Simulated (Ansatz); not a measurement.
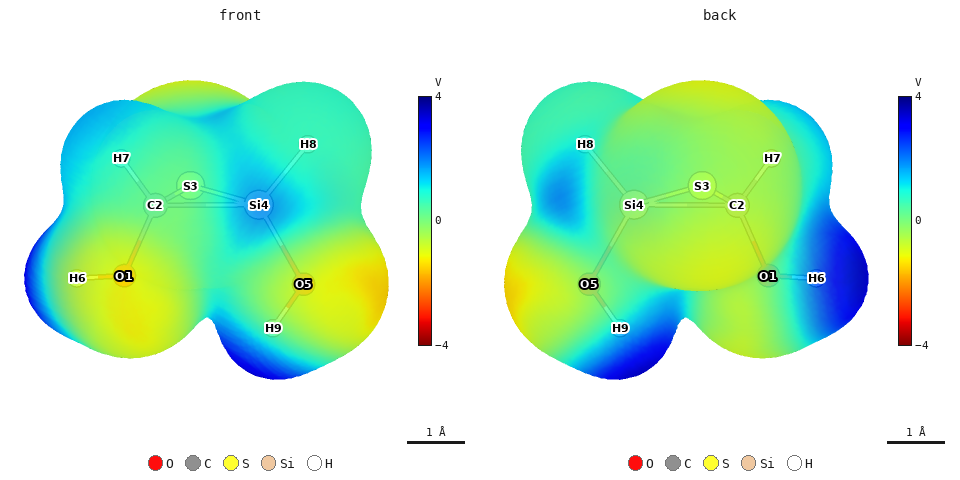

CH4O2SSi. The electrostatic potential painted on the density surface at 0.004 e/bohr³, seen from the front and from behind; red is negative and blue positive.

The calculation used Ansatz 0.2.0, UKS PBE0/6-31G*.

The calculation's input:

```
crystal:
  periodic: [false, false, false]
  atoms:
    - { symbol: O, position_ang: [0.8593, 1.4916, -0.2665] }
    - { symbol: C, position_ang: [0.7823, 0.1072, -0.492] }
    - { symbol: S, position_ang: [-0.5883, -0.3995, -1.4112] }
    - { symbol: Si, position_ang: [-0.0809, -0.9133, 0.6822] }
    - { symbol: O, position_ang: [-1.4092, -0.2461, 1.4933] }
    - { symbol: H, position_ang: [0.5513, 2.0053, -1.1036] }
    - { symbol: H, position_ang: [1.7588, -0.3287, -0.7813] }
    - { symbol: H, position_ang: [-0.0806, -2.3872, 0.6806] }
    - { symbol: H, position_ang: [-1.7042, 0.6243, 1.1814] }
magnetization:
  spin_polarized: true
basis:
  gaussian: { orbitals: "6-31G*" }
hamiltonian:
  xc: pbe0
relax:
  f_tol: 0.02
  max_steps: 50
output:
  orbitals: {}
```

Command:

```sh
ansatz run input.yaml --threads 2 --pin off --max-ram 3072MiB --backend cpu --events-out ev --progress --plain --runs-dir out
```

The fields are those of the relaxed geometry.

> Describe the electrostatic potential map.

The most negative region (about −1.4 V, or −32 kcal/mol for a unit charge) lies over O5, the most positive (about +3.4 V, or +78 kcal/mol for a unit charge) over H6 and H9. O5 is the likeliest acceptor of a hydrogen bond.
